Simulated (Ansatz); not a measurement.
**Molecular dynamics of WH₂Cl₃OF₃ (part 3 of 3)**

Continued. System: WH₂Cl₃OF₃. Method: RKS PBE/def2-SVP (Ansatz 0.2.0). It belongs to a series of runs on one base structure; here: dynamics from the highest image of the converged band.

Geometry of the input (Å):
```
W  0.1615  -0.1588  -0.0458
F  0.6125  0.5028  1.9067
Cl 2.4098  0.0972  -0.4146
O  -0.2384  1.6960  0.0437
H  -0.5701  2.0849  -0.7942
F  -1.4487  -0.6167  0.7909
Cl 0.0701  -2.2009  -1.1904
F  -0.3901  0.3056  -1.8109
Cl 1.0250  -2.0236  1.7732
H  0.9072  -0.6202  2.2690
```

## The program's output, continued
```
md step   199: t =    99.50 fs  T =    77.3 K  F+E_penalty+E_count = -49586.99216996 eV  E_kin = 0.079977 eV  conserved = -49586.91219321 eV  (34 SCF iters)
these checks for a lower state are left out or cut short: starts, cluster_reference, orbital_swaps, neighbouring_geometries, increment
1595 factors; their error is unknown
mean field -49586.99187482 eV, -1822.2883401294 hartree, gradient 1.8e-5 eV, S^2 0.000000; 0 other end points of the search recorded, 0 dependent functions left out
the calculation of the forces begins
reference -49586.99194809 eV, -1822.2883428221 hartree; 51, 51 occupied and 101, 101 virtual orbitals, 1595 factors
1595 factors; their error is unknown
mean field evaluation 1664: about -49586.9919 eV, gradient 1.4e-3 eV
mean field -49586.99187482 eV, -1822.2883401294 hartree, gradient 1.7e-5 eV, S^2 0.000000; 1 other end points of the search recorded, 0 dependent functions left out
the calculation of the forces begins
reference -49586.99194809 eV, -1822.2883428221 hartree; 51, 51 occupied and 101, 101 virtual orbitals, 1595 factors
md step   200: t =   100.00 fs  T =    77.0 K  F+E_penalty+E_count = -49586.99187482 eV  E_kin = 0.079674 eV  conserved = -49586.91220124 eV  (37 SCF iters)
```

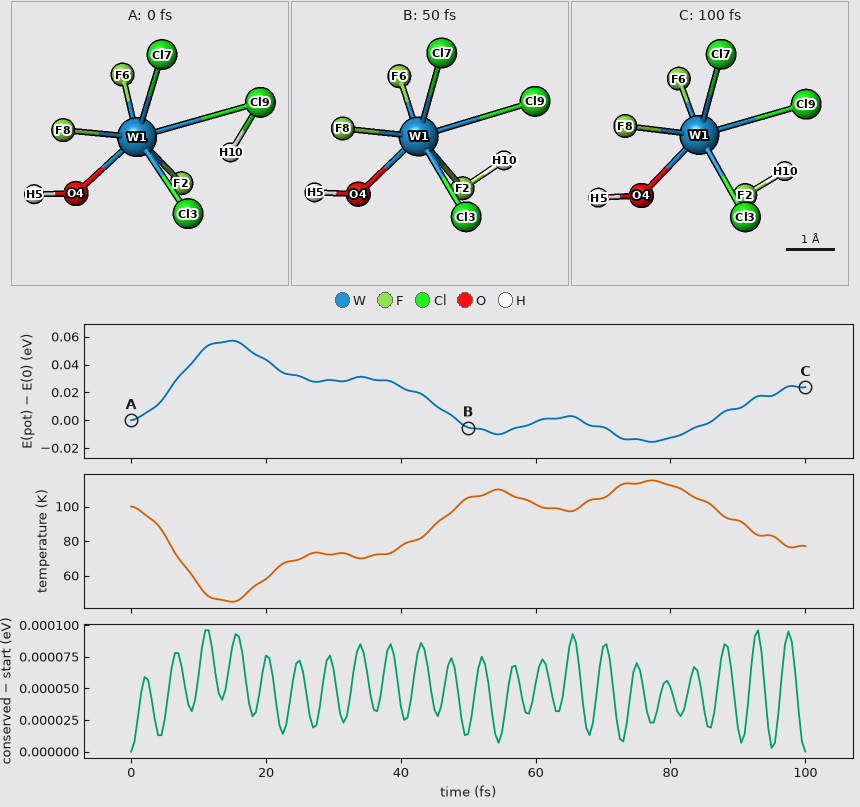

Fig. 1: Frames of the molecular dynamics (ball-and-stick, seen at a tilt) above the curves, on which the letters mark them. The trajectory kept here has 201 frames over 100 fs. The temperature starts at 100 K, ranges from 45 to 115 K and averages 101 K over the second half. The potential energy ends 0.024 eV above its first value. The conserved quantity stays within 9.6e-05 eV. After an unweighted best fit of the last frame on the first, the root-mean-square displacement is 0.24 Å, and H10 has moved furthest (0.44 Å).

```
Total energy: -49586.99194809 eV, -1822.2883428221 hartree
Atom 0 at     0.173234    -0.232374    -0.040917 Å, force     0.382837     0.505625     0.270793 eV/Å
Atom 1 at     0.683245     0.722137     2.250788 Å, force    -0.060824     0.160053    -0.052258 eV/Å
Atom 2 at     2.412661     0.183399    -0.433280 Å, force    -0.059891    -0.080792     0.042801 eV/Å
Atom 3 at    -0.126879     1.648669     0.096165 Å, force     0.010356    -0.266357     0.178188 eV/Å
Atom 4 at    -0.487864     2.097128    -0.695377 Å, force     0.013496    -0.009131    -0.076306 eV/Å
Atom 5 at    -1.466024    -0.498836     0.821613 Å, force    -0.225412     0.000830    -0.017969 eV/Å
Atom 6 at     0.085199    -2.214164    -1.269742 Å, force    -0.004344    -0.282757    -0.039816 eV/Å
Atom 7 at    -0.438818     0.226468    -1.759557 Å, force    -0.347221     0.439274    -0.657745 eV/Å
Atom 8 at     0.891785    -1.845891     1.581014 Å, force     0.292060    -0.465709     0.431881 eV/Å
Atom 9 at     0.887036    -0.140255     2.631816 Å, force    -0.001056    -0.001038    -0.079570 eV/Å
Dipole moment:     0.015646     0.334832     0.075541 e Å
```

## Trajectory as extended XYZ (Å, eV, eV/Å), 10 of the 201 frames kept, from step=0 to step=200
```
10
Properties=species:S:1:pos:R:3:forces:R:3 step=0 time_fs=0.0 energy=-49587.01561 temperature=100.0
W     0.1615   -0.1588   -0.0458   -0.0048  -0.0035   0.0022
F     0.6125    0.5028    1.9067   -0.0019   0.0085  -0.0043
Cl    2.4098    0.0972   -0.4146    0.0012   0.0013  -0.0002
O    -0.2384    1.6960    0.0437    0.0065  -0.0001   0.0141
H    -0.5701    2.0849   -0.7942   -0.0049   0.0042  -0.0147
F    -1.4487   -0.6167    0.7909    0.0004   0.0006  -0.0007
Cl    0.0701   -2.2009   -1.1904    0.0010   0.0001  -0.0006
F    -0.3901    0.3056   -1.8109   -0.0010   0.0003  -0.0012
Cl    1.0250   -2.0236    1.7732    0.0002   0.0136   0.0066
H     0.9072   -0.6202    2.2690    0.0033  -0.0250  -0.0013
10
Properties=species:S:1:pos:R:3:forces:R:3 step=22 time_fs=11.0 energy=-49586.96340 temperature=49.6
W     0.1676   -0.1651   -0.0460   -0.1983  -0.7666   0.0576
F     0.6165    0.4971    1.8923    0.0097   0.1060   0.2976
Cl    2.4207    0.1216   -0.4146   -0.0917  -0.0628  -0.0492
O    -0.2261    1.6484    0.0783   -0.0252   0.9143   0.1517
H    -0.5099    2.1166   -0.7245   -0.2115   0.1558  -0.4156
F    -1.4657   -0.6015    0.7868    0.2678  -0.0091  -0.1272
Cl    0.0605   -2.1981   -1.1911    0.0635  -0.1505  -0.0417
F    -0.4137    0.2958   -1.8107    0.1088   0.1028   0.1867
Cl    1.0050   -1.9969    1.7665    0.0485  -0.4128   0.0028
H     0.8821   -0.6329    2.2996    0.0283   0.1231  -0.0628
10
Properties=species:S:1:pos:R:3:forces:R:3 step=44 time_fs=22.0 energy=-49586.97994 temperature=65.5
W     0.1725   -0.1755   -0.0461   -0.2690  -0.2410  -0.2019
F     0.6215    0.4995    1.8964    0.0580   0.4736   0.5460
Cl    2.4285    0.1440   -0.4160   -0.2103  -0.1072  -0.0365
O    -0.2226    1.6694    0.0995    0.0188   0.2657  -0.2179
H    -0.5381    2.0954   -0.7229   -0.0988   0.0509  -0.1320
F    -1.4682   -0.5868    0.7761    0.1911  -0.0154  -0.0516
Cl    0.0530   -2.1999   -1.1931    0.0969  -0.1626  -0.0618
F    -0.4310    0.2921   -1.8000    0.1307   0.1430   0.2209
Cl    0.9866   -1.9823    1.7595    0.0539  -0.3691  -0.1416
H     0.8866   -0.5383    2.2739    0.0287  -0.0378   0.0763
10
Properties=species:S:1:pos:R:3:forces:R:3 step=67 time_fs=33.5 energy=-49586.98472 temperature=70.2
W     0.1761   -0.1876   -0.0472    0.0437   0.8730   0.1056
F     0.6303    0.5294    1.9336    0.1049   0.1645   0.3671
Cl    2.4295    0.1636   -0.4188   -0.2611  -0.1512   0.0006
O    -0.2208    1.7137    0.0969   -0.0342  -0.7137  -0.5646
H    -0.6251    2.0613   -0.7383    0.2070  -0.0882   0.3550
F    -1.4600   -0.5729    0.7625   -0.1482  -0.0633   0.1538
Cl    0.0484   -2.2073   -1.1974    0.1081  -0.0920  -0.0662
F    -0.4414    0.2968   -1.7766    0.0294   0.0562  -0.0899
Cl    0.9692   -1.9792    1.7475    0.0477  -0.0166  -0.1648
H     0.9116   -0.4639    2.3062   -0.0973   0.0312  -0.0966
10
Properties=species:S:1:pos:R:3:forces:R:3 step=89 time_fs=44.5 energy=-49587.00234 temperature=87.2
W     0.1796   -0.1942   -0.0478    0.0880   0.8274   0.1932
F     0.6437    0.5720    1.9910   -0.0519   0.0818  -0.0168
Cl    2.4220    0.1774   -0.4214   -0.1617  -0.1583   0.0192
O    -0.2109    1.7019    0.0779    0.0456  -0.6045  -0.0253
H    -0.6559    2.0705   -0.7209    0.1879  -0.1112   0.1601
F    -1.4597   -0.5630    0.7582   -0.2118  -0.0498   0.2266
Cl    0.0476   -2.2171   -1.2037    0.0992   0.0706  -0.0687
F    -0.4492    0.3042   -1.7595   -0.0511  -0.1652  -0.4445
Cl    0.9539   -1.9775    1.7300   -0.0172   0.1943  -0.2398
H     0.8687   -0.3982    2.3092    0.0731  -0.0853   0.1959
10
Properties=species:S:1:pos:R:3:forces:R:3 step=111 time_fs=55.5 energy=-49587.02447 temperature=108.6
W     0.1834   -0.1963   -0.0470   -0.2423  -0.4943   0.2685
F     0.6561    0.6126    2.0515   -0.0483  -0.1093   0.0197
Cl    2.4095    0.1861   -0.4236    0.0724  -0.1351  -0.0017
O    -0.1916    1.6463    0.0683    0.1146   0.3370   0.5639
H    -0.5933    2.0566   -0.7186   -0.0931   0.0992  -0.2714
F    -1.4703   -0.5559    0.7665    0.0889   0.0303   0.0764
Cl    0.0501   -2.2248   -1.2122    0.0851   0.2059  -0.0744
F    -0.4593    0.3020   -1.7672    0.0107  -0.3003  -0.3568
Cl    0.9383   -1.9691    1.7056   -0.0306   0.4063  -0.1779
H     0.8557   -0.3186    2.4082    0.0425  -0.0397  -0.0462
10
Properties=species:S:1:pos:R:3:forces:R:3 step=133 time_fs=66.5 energy=-49587.01502 temperature=99.5
W     0.1857   -0.2011   -0.0447   -0.5994  -1.2696   0.1187
F     0.6660    0.6459    2.1126    0.0130  -0.2628  -0.0100
Cl    2.3994    0.1903   -0.4258    0.2621  -0.1061  -0.0214
O    -0.1728    1.6207    0.0793   -0.0094   0.7964   0.3192
H    -0.5001    2.0195   -0.7472   -0.1740   0.2230  -0.2738
F    -1.4761   -0.5472    0.7796    0.2733   0.0792  -0.0511
Cl    0.0554   -2.2261   -1.2232    0.0735   0.2043  -0.0813
F    -0.4682    0.2828   -1.7942    0.1814  -0.1569   0.2352
Cl    0.9219   -1.9479    1.6754    0.0313   0.3856  -0.1054
H     0.8832   -0.2680    2.4668   -0.0518   0.1067  -0.1302
10
Properties=species:S:1:pos:R:3:forces:R:3 step=156 time_fs=78.0 energy=-49587.03079 temperature=114.7
W     0.1841   -0.2135   -0.0416   -0.6303   0.0369  -0.2919
F     0.6748    0.6735    2.1719    0.0079  -0.2617  -0.1640
Cl    2.3974    0.1909   -0.4287    0.2447  -0.0912  -0.0004
O    -0.1606    1.6547    0.0936   -0.0363  -0.1089  -0.3944
H    -0.4620    2.0553   -0.7574    0.0236  -0.0723   0.2466
F    -1.4669   -0.5334    0.7912    0.0231   0.0537   0.0143
Cl    0.0636   -2.2208   -1.2375    0.0690   0.0398  -0.0513
F    -0.4663    0.2532   -1.8081    0.2272   0.0914   0.6103
Cl    0.9059   -1.9132    1.6400    0.1341   0.1227   0.0280
H     0.9007   -0.2446    2.4774   -0.0630   0.1896   0.0028
10
Properties=species:S:1:pos:R:3:forces:R:3 step=178 time_fs=89.0 energy=-49587.00786 temperature=92.6
W     0.1789   -0.2256   -0.0405   -0.0659   0.9798  -0.3057
F     0.6809    0.6953    2.2163   -0.0233  -0.0853  -0.1050
Cl    2.4035    0.1885   -0.4315    0.0966  -0.0821   0.0325
O    -0.1471    1.6771    0.0959   -0.0171  -0.6233  -0.3342
H    -0.4799    2.1181   -0.7251    0.1394  -0.2616   0.3068
F    -1.4572   -0.5166    0.8034   -0.3490   0.0112   0.1207
Cl    0.0736   -2.2144   -1.2531    0.0495  -0.1985  -0.0324
F    -0.4518    0.2303   -1.7876   -0.0183   0.3165   0.1542
Cl    0.8950   -1.8759    1.6067    0.2382  -0.2296   0.2400
H     0.8977   -0.1983    2.5535   -0.0501   0.1729  -0.0769
10
Properties=species:S:1:pos:R:3:forces:R:3 step=200 time_fs=100.0 energy=-49586.99187 temperature=77.0
W     0.1732   -0.2324   -0.0409    0.3828   0.5056   0.2708
F     0.6832    0.7221    2.2508   -0.0608   0.1601  -0.0523
Cl    2.4127    0.1834   -0.4333   -0.0599  -0.0808   0.0428
O    -0.1269    1.6487    0.0962    0.0104  -0.2664   0.1782
H    -0.4879    2.0971   -0.6954    0.0135  -0.0091  -0.0763
F    -1.4660   -0.4988    0.8216   -0.2254   0.0008  -0.0180
Cl    0.0852   -2.2142   -1.2697   -0.0043  -0.2828  -0.0398
F    -0.4388    0.2265   -1.7596   -0.3472   0.4393  -0.6577
Cl    0.8918   -1.8459    1.5810    0.2921  -0.4657   0.4319
H     0.8870   -0.1403    2.6318   -0.0011  -0.0010  -0.0796
```

## Key numbers

```tsv
quantity	value
outcome	finished
mean temperature over the second half	101 K
trajectory	200 steps, 100 fs
ensemble	nve
temperature in the input	100.0 K
time step	0.5 fs
potential energy (last step)	−49586.9919 eV
mean-field energy (last step)	−49586.9919 eV
largest force (length of the vector) (last step)	0.864 eV/Å
hardware	4 threads of Arm Neoverse V1, 24 GiB of memory available, shared host
wall time	10 min (CPU time 38 min)
peak memory	0.25 GiB
```

So short a trajectory is not equilibrated.
